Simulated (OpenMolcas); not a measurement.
# AlSiNH8 (SMILES [AlH3-][NH2+][SiH3]): levels of theory compared

Wanted: a comparison of 6 runs (HF/STO-3G, HF/3-21G, HF/def2-SVP, SVWN5/def2-SVP, TPSS/def2-SVP, MP2/def2-SVP) of AlSiNH8. 

Program for the calculation: OpenMolcas 26.06.

1 further run of the same task is left out (set aside as unsound or not needed).

**1. The molecule**

AlSiNH8: 11 atoms, total charge 0, spin state singlet. As SMILES, `[AlH3-][NH2+][SiH3]`. The shape is that of a PBE0-D4/def2-TZVP optimisation.

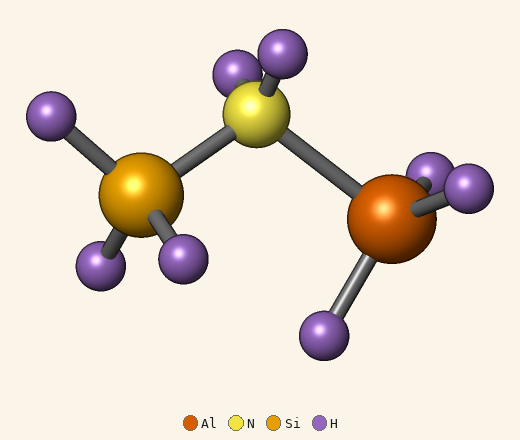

Viewed from a chosen angle; aluminium orange, nitrogen yellow, silicon amber, hydrogen purple.

**2. Energy and gradient at HF/STO-3G (run 1)**

The input, calc.input:

```
&GATEWAY
 BasLib=$CurrDir
 Coord
 11
 angstrom
 Al      -0.900100       1.211100      -0.740800
 N       -0.028300       0.143500       0.802700
 Si       0.876200      -1.248700       0.128600
 H       -0.721100       0.091900      -1.882400
 H        0.093800       2.465300      -0.806700
 H       -2.377200       1.435300      -0.165100
 H        0.566700       0.786500       1.316700
 H       -0.768500      -0.144800       1.435900
 H        1.651500      -1.882900       1.228300
 H        1.794800      -0.716800      -0.896700
 H       -0.122500      -2.197400      -0.400100
 Basis=STO-3G
 Group=NoSym

&SEWARD

&SCF
 Thresholds=1e-10 1e-07 1e-07 1e-05
 PrOrbitals=1 2

&ALASKA
```

The basis set STO-3G is read from a file made from the Basis Set Exchange's data (not shown).

Command:

```sh
$ export MOLCAS_MEM=1860
$ pymolcas calc.input > calc.log
```

Standard output:

```text
--- Start Module: gateway ---
[...]
--- Stop Module: gateway /rc=_RC_ALL_IS_WELL_ ---
[...]
      Basis functions           31
[...]
--- Start Module: scf ---
[...]
       Convergence after  10 Iterations
[...]
::    Total SCF energy                               -583.0223707804
[...]
      Total spin, S                                     0.0000000000
[...]
      Total electronic charge=   42.000000
      Total            charge=   -0.000000
[...]
      Dipole Moment (debye):
      Origin of the operator (angstrom)=   -0.0007   -0.0054   -0.0691
                   X=  2.4154E+00               Y= -3.0660E+00               Z=  3.6171E+00           Total=  5.3215E+00
      Quadrupole Moment (debye*angstrom):
[...]
--- Stop Module: scf /rc=_RC_ALL_IS_WELL_ ---
--- Start Module: alaska ---
[...]
 *              Molecular gradients               *
 **************************************************
  Irreducible representation: a
 ------------------------------------------------------------------------------------------
                              X                       Y                       Z
 ------------------------------------------------------------------------------------------
  AL1               2.11157633821113E-03   -1.38810207842699E-03    5.86753932415895E-03
  N2                6.28844825704755E-03   -3.88569063334288E-03    3.70187373907074E-02
  SI3              -1.60605956492414E-02    2.13955548500966E-02    2.55355313419958E-03
  H4                7.13013348432946E-03   -3.63002879741878E-02   -3.43107008571515E-02
  H5                3.07248748020852E-02    3.81346735857351E-02   -2.18475466938778E-03
  H6               -4.53828815352351E-02    6.46604830371966E-03    1.73436956373092E-02
  H7               -5.55990585010413E-03   -5.15210740228067E-03   -8.83808670780528E-03
  H8                5.50584843669855E-03    2.54324980484433E-03   -9.79063988214168E-03
[...]
--- Stop Module: alaska /rc=_RC_ALL_IS_WELL_ ---
[...]
```

It took 2 s on 1 thread of Intel Xeon Platinum 8375C at 2.90GHz (Ice Lake), shared host; peak memory 0.37 GiB.

**3. Energy and forces at HF/3-21G (run 2)**

The input, run.inp:

```
* AlH8NSi Hartree-Fock
&GATEWAY
BasLib=$CurrDir
Coord
11
angstrom
Al      -0.900100       1.211100      -0.740800
N       -0.028300       0.143500       0.802700
Si       0.876200      -1.248700       0.128600
H       -0.721100       0.091900      -1.882400
H        0.093800       2.465300      -0.806700
H       -2.377200       1.435300      -0.165100
H        0.566700       0.786500       1.316700
H       -0.768500      -0.144800       1.435900
H        1.651500      -1.882900       1.228300
H        1.794800      -0.716800      -0.896700
H       -0.122500      -2.197400      -0.400100
Basis=3-21G
Group=NoSym
&SEWARD
&SCF
Thresholds=1e-10 1e-07 1e-07 1e-05
PrOrbitals=1
&ALASKA
```

The basis set 3-21G is read from a file made from the Basis Set Exchange's data (not shown).

Command:

```sh
$ export MOLCAS_MEM=1860
$ pymolcas run.inp > run.log
```

Standard output:

```text
--- Start Module: gateway ---
[...]
--- Stop Module: gateway /rc=_RC_ALL_IS_WELL_ ---
[...]
      Basis functions           51
[...]
--- Start Module: scf ---
[...]
       Convergence after  11 Iterations
[...]
::    Total SCF energy                               -586.7872026137
[...]
      Total spin, S                                     0.0000000000
[...]
      Total electronic charge=   42.000000
      Total            charge=   -0.000000
[...]
      Dipole Moment (debye):
      Origin of the operator (angstrom)=   -0.0007   -0.0054   -0.0691
                   X=  2.3052E+00               Y= -2.8773E+00               Z=  3.9670E+00           Total=  5.4157E+00
      Quadrupole Moment (debye*angstrom):
[...]
--- Stop Module: scf /rc=_RC_ALL_IS_WELL_ ---
--- Start Module: alaska ---
[...]
 *              Molecular gradients               *
 **************************************************
  Irreducible representation: a
 ------------------------------------------------------------------------------------------
                              X                       Y                       Z
 ------------------------------------------------------------------------------------------
  AL1              -2.17021737481549E-03    3.54289917675299E-03   -7.15458954821280E-03
  N2                7.32688831626316E-03   -1.13463117141439E-02   -8.37616755017301E-03
  SI3              -9.94786523529712E-03    1.45960167121153E-02    7.14702402557604E-03
  H4                1.22897656709099E-03    2.46744871467142E-04    3.90572092640795E-03
  H5               -2.12883640246675E-03   -4.20035274881769E-03    1.13240096047762E-03
  H6                4.50287465577093E-03   -1.46375479159921E-03   -5.90460462698839E-04
  H7                2.39620631045145E-03   -1.11586674266384E-03    2.43340160160210E-03
  H8                5.79503738446618E-04   -2.57552884578272E-03    2.62063514102362E-03
[...]
--- Stop Module: alaska /rc=_RC_ALL_IS_WELL_ ---
[...]
```

It took 2.5 s on 1 thread of Intel Xeon Platinum 8375C at 2.90GHz (Ice Lake), shared host; peak memory 0.38 GiB.

Runs 3 to 5 aren't shown in full; the table further down has their settings and results.

**4. The energy at MP2/def2-SVP (run 6)**

The input, struct.xyz:

```xyz
11

Al    -0.900100     1.211100    -0.740800
N     -0.028300     0.143500     0.802700
Si     0.876200    -1.248700     0.128600
H     -0.721100     0.091900    -1.882400
H      0.093800     2.465300    -0.806700
H     -2.377200     1.435300    -0.165100
H      0.566700     0.786500     1.316700
H     -0.768500    -0.144800     1.435900
H      1.651500    -1.882900     1.228300
H      1.794800    -0.716800    -0.896700
H     -0.122500    -2.197400    -0.400100
```

The input, calc.inp:

```
* AlH8NSi MP2
>>> EXPORT MOLCAS_PRINT=2

&GATEWAY
  BasLib
  $CurrDir
  Coord
  struct.xyz
  Basis
  def2-SVP
  Group
  NoSym

&SEWARD

&SCF
  Thresholds
  1e-10 1e-07 1e-07 1e-05
  PrOrbitals
  1

&MBPT2
  Frozen
  11
```

The basis set def2-SVP is read from a file made from the Basis Set Exchange's data (not shown).

Command:

```sh
$ export MOLCAS_MEM=1860
$ pymolcas calc.inp > calc.log
```

Standard output:

```text
--- Start Module: gateway ---
[...]
--- Stop Module: gateway /rc=_RC_ALL_IS_WELL_ ---
[...]
      Basis functions           90
[...]
--- Start Module: scf ---
[...]
       Convergence after  11 Iterations
[...]
::    Total SCF energy                               -589.7678473601
[...]
      Total spin, S                                     0.0000000000
[...]
      Total electronic charge=   42.000000
      Total            charge=   -0.000000
[...]
      Dipole Moment (debye):
      Origin of the operator (angstrom)=   -0.0007   -0.0054   -0.0691
                   X=  2.1718E+00               Y= -2.7164E+00               Z=  3.7979E+00           Total=  5.1498E+00
      Quadrupole Moment (debye*angstrom):
[...]
--- Stop Module: scf /rc=_RC_ALL_IS_WELL_ ---
[...]
--- Start Module: mbpt2 ---
[...]
WARNING!
Default frozen orbitals as non valence orbitals is overwritten by user input.
Default values:   5
[...]
       Reference weight ( Cref**2 )         =        0.88305
::    Total MBPT2 energy                             -590.1338153090
[...]
      Total MBPT2 calculations                           0.29      0.31
--- Stop Module: mbpt2 /rc=_RC_ALL_IS_WELL_ ---
[...]
```

It took 6.6 s on 1 thread of Intel Xeon Platinum 8375C at 2.90GHz (Ice Lake), shared host; peak memory 0.49 GiB.

**5. Overview of the runs**

```csv
run,level,integration grid,task,energy (Eh),dipole moment (D) of the reference,HOMO energy (eV),LUMO energy (eV),wall time
1,HF/STO-3G,–,gradient,-583.022371,5.32,-7.59,11.52,2 s
2,HF/3-21G,–,gradient,-586.787203,5.42,-10.38,2.98,2.5 s
3,HF/def2-SVP,–,gradient,-589.767847,5.15,-10.59,2.80,7.8 s
4,SVWN5/def2-SVP,UltraFine,gradient,-588.540199,4.90,-6.20,-1.45,28 s
5,TPSS/def2-SVP,UltraFine,gradient,-591.352813,4.95,-6.47,-0.98,52 s
6,MP2/def2-SVP,–,energy,-590.133815,5.15,-10.59,2.80,6.6 s
```

**6. Summary of results**

| quantity | value |
| --- | --- |
| run 6: total energy | -590.13382 Eh |
| run 6: dipole moment (mean-field density) | 5.15 D |
| run 6: HOMO energy (Hartree–Fock orbitals) | -10.59 eV |
| run 6: LUMO energy (Hartree–Fock orbitals) | 2.80 eV |
| run 6: HOMO–LUMO gap (Hartree–Fock orbitals) | 13.40 eV |
| run 6: correlation energy (11 core orbitals frozen) | -366.0 mEh |

Over runs 1, 2, 3, 4, 5 the dipole moment (its size) runs from 4.90 D (SVWN5/def2-SVP) to 5.42 D (HF/3-21G). The two ends differ in method and basis. Over runs 1, 2, 3, 4, 5 the HOMO–LUMO gap runs from 4.75 eV (SVWN5/def2-SVP) to 19.11 eV (HF/STO-3G). Totals of different functionals can't be ranked against each other. In run 1 the basis is minimal, so the values are rough. All runs together took 99 s, the longest 52 s.
